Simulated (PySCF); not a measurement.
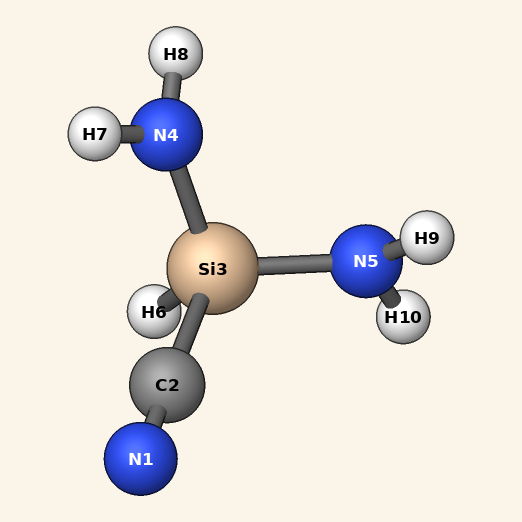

The geometry was computed by an optimisation with PBE0-D3(BJ)/def2-SVP. No frequency run is at hand to confirm it as a minimum. Method: GIAO OPBE/pcSseg-2 NMR shielding, non-relativistic, gas phase (PySCF 2.14.0). Principal shieldings σ11 ≤ σ22 ≤ σ33, span Ω = σ33 − σ11, skew κ = 3(σiso − σ22)/Ω.

Give the shielding tensors of the Si atoms.

```tsv
atom	σ11	σ22	σ33	σiso	Ω	κ
Si3	352.3	409.8	470.2	410.8	117.9	0.02
```

Shieldings and span in ppm.
